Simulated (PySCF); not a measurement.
C2H5BO4, SMILES CC(=O)OB(O)O, singlet at its B3LYP/def2-SVP optimised geometry (Å):

```
12

B      0.1257    -1.2843     0.0000
O     -0.6387    -0.0915     0.0000
C     -0.1013     1.1403     0.0052
C     -1.1498     2.2181     0.0099
O      1.0947     1.3506     0.0070
H     -0.6748     3.2059     0.0066
H     -1.7899     2.1044     0.8987
H     -1.8010     2.1026    -0.8704
O     -0.6160    -2.4176     0.0003
H     -0.0584    -3.2059     0.0014
O      1.4746    -1.2843     0.0000
H      1.8010    -0.3615     0.0019
```

Method: B3LYP/def2-TZVP run with PySCF. Cells within 0.4 Å of a nucleus heavier than hydrogen are left out (blank, or x).

Map of the electrostatic potential (hartree/e), clipped to [-0.08, 0.12] on the plane z = 0.0 Å:

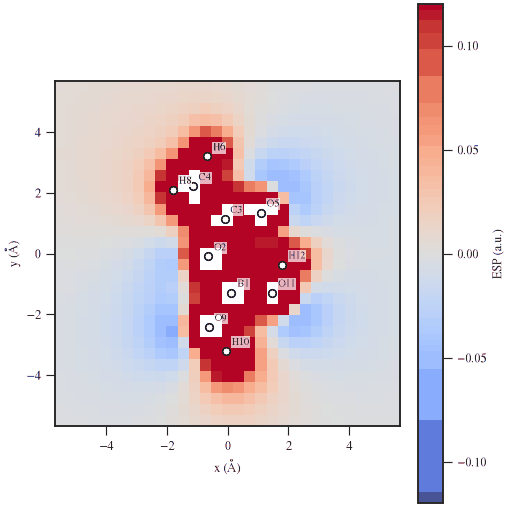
*Electrostatic potential (hartree/e), clipped to [-0.08, 0.12] on the plane z = 0.0 Å.*
